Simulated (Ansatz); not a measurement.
HfZrSe4

Input

```
crystal:
  lattice:
    - [3.7855173299, 2.89e-08, 0.0]
    - [-1.8927586899, 3.2783541597, 0.0]
    - [0.0, 0.0, 13.9291595]
  atoms:
    - { symbol: Zr, position: [0.0, 0.0, 0.0] }
    - { symbol: Hf, position: [0.0, 0.0, 0.5] }
    - { symbol: Se, position: [0.3333333333, 0.6666666667, 0.885941] }
    - { symbol: Se, position: [0.3333333333, 0.6666666667, 0.387271] }
    - { symbol: Se, position: [0.6666666667, 0.3333333333, 0.612729] }
    - { symbol: Se, position: [0.6666666667, 0.3333333333, 0.114059] }
basis:
  ecutwfc: 420
kpoints:
  mp_grid: { grid: [12, 12, 4] }
  band_path:
    path:
      - [[0.0, 0.0, 0.0], [0.5, 0.0, 0.0], [0.33333333, 0.33333333, 0.0], [0.0, 0.0, 0.0], [0.0, 0.0, 0.5], [0.5, 0.0, 0.5], [0.33333333, 0.33333333, 0.5], [0.0, 0.0, 0.5]]
      - [[0.5, 0.0, 0.5], [0.5, 0.0, 0.0]]
      - [[0.33333333, 0.33333333, 0.5], [0.33333333, 0.33333333, 0.0]]
    npoints: 14
hamiltonian:
  xc: pbe
scf:
  occupations: { method: gaussian, width: 0.02 }
  n_extra_bands: 15
output:
  forces: true
  stress: true
  eigenvalues: true
  populations: true
  dos: { projected: true, de: 0.02, nscf_kmesh: { grid: [18, 18, 6] } }
  bader: true
  write_density: true
  write_potential: true
  elf: true
  volumetric_format: npy
```

Command:

```sh
ansatz run input.yaml --threads 4 --pin off --max-ram 8192MiB --backend cpu --events-out ev --progress --plain --runs-dir out
```

Below, planes, directions and counts refer to the conventional cell (a = 3.79 Å, b = 3.79 Å, c = 13.93 Å, α = 90.00°, β = 90.00°, γ = 120.00°).

Space group P-3m1; a structure generated by program, which may or may not match a known phase.

Computed with DFT PBE, scalar-relativistic, plane waves, PAW (Ansatz 0.2.0).

> What will maps of the valence pseudo-density and electron localisation function show?

Hf–Se (2.69 Å): ρ is about 0.4 e/Å³ halfway; the ELF is about 0.45 at the midpoint.
Zr–Se (2.70 Å): ρ is about 0.39 e/Å³ halfway; the ELF is about 0.45 at the midpoint.
Bader's partition of the density gives Zr +1.91, Hf +1.98 and Se −0.97 e.

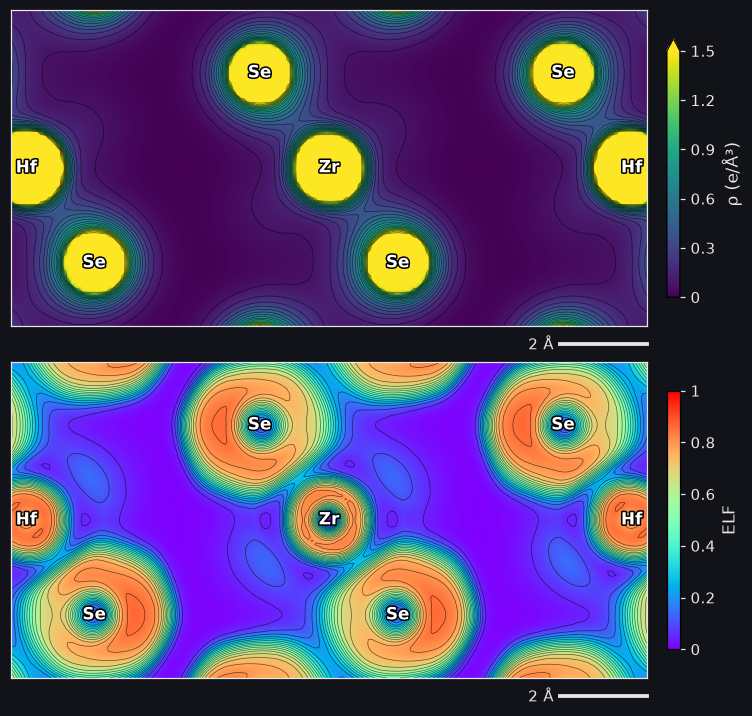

Computed valence pseudo-density and electron localisation function on the (110) plane of the conventional cell, in this order. 

The density is the valence pseudo-density of a PAW calculation; it isn't the true density close to the nuclei.
